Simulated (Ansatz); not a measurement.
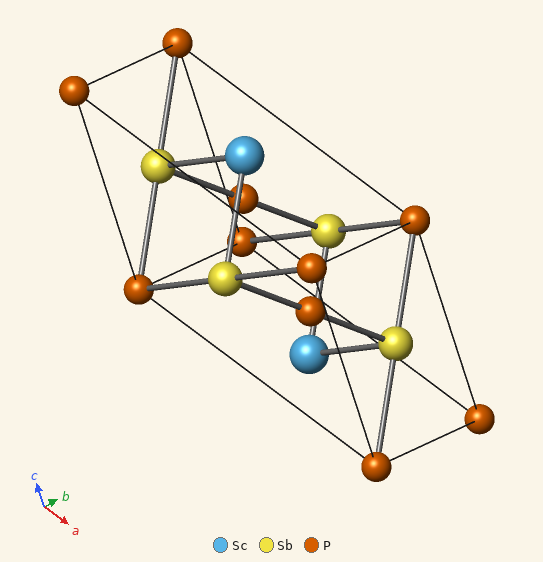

Ball-and-stick representation of a periodic structure, projected slightly off an axis. Thin lines show the simulation cell, with boundary atoms drawn in all their periodic places.

The calculation's input:
```yaml
crystal:
  lattice:
    - [-2.823395152, 2.823395152, 5.1596398597]
    - [2.823395152, -2.823395152, 5.1596398597]
    - [2.823395152, 2.823395152, -5.1596398597]
  atoms:
    - { symbol: Sc, position: [0.5, 0.5, 0.0] }
    - { symbol: Sb, position: [0.5, 0.0, 0.5] }
    - { symbol: Sb, position: [0.0, 0.5, 0.5] }
    - { symbol: P, position: [0.75, 0.25, 0.5] }
    - { symbol: P, position: [0.25, 0.75, 0.5] }
    - { symbol: P, position: [0.0, 0.0, 0.0] }
basis:
  ecutwfc: 420
kpoints:
  mp_grid: { grid: [10, 10, 10] }
  band_path:
    path:
      - [[0.0, 0.0, 0.0], [0.0, 0.0, 0.5], [0.25, 0.25, 0.25], [0.0, 0.5, 0.0], [0.0, 0.0, 0.0], [0.5, 0.5, -0.5], [0.32485909, 0.67514091, -0.32485909]]
      - [[-0.32485909, 0.32485909, 0.32485909], [0.0, 0.0, 0.0]]
      - [[0.0, 0.0, 0.5], [-0.14971819, 0.14971819, 0.5]]
      - [[0.5, 0.5, -0.14971819], [0.5, 0.5, -0.5]]
    npoints: 14
hamiltonian:
  xc: pbe
scf:
  occupations: { method: gaussian, width: 0.1 }
  n_extra_bands: 15
output:
  forces: true
  stress: true
  eigenvalues: true
  populations: true
  dos: { projected: true, de: 0.02, nscf_kmesh: { grid: [12, 12, 12] } }
  bader: true
  write_density: true
  write_potential: true
  elf: true
  volumetric_format: npy
```
Run as:
```sh
ansatz run input.yaml --threads 1 --pin off --max-ram 2560MiB --backend cpu --events-out ev --progress --plain --runs-dir out
```

Method used: DFT PBE, scalar-relativistic, plane waves, PAW (Ansatz 0.2.0). It ran with cutoff 420 eV, k-points on a 10×10×10 grid, Gaussian smearing of 0.1 eV, no spin polarisation.

What are the atomic charges by Bader's partition?

Answer. Sc +1.48 e; Sb -0.04 e; P -0.49 to -0.42 e.

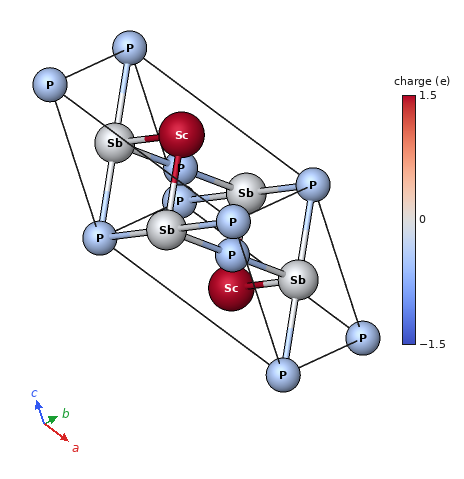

The atoms coloured by those charges.

It goes back to a random cell made by a generator, so it need not be a real form of the compound. Earlier steps of the study may have refined or changed the cell and positions. It went into a calculation with Ansatz.
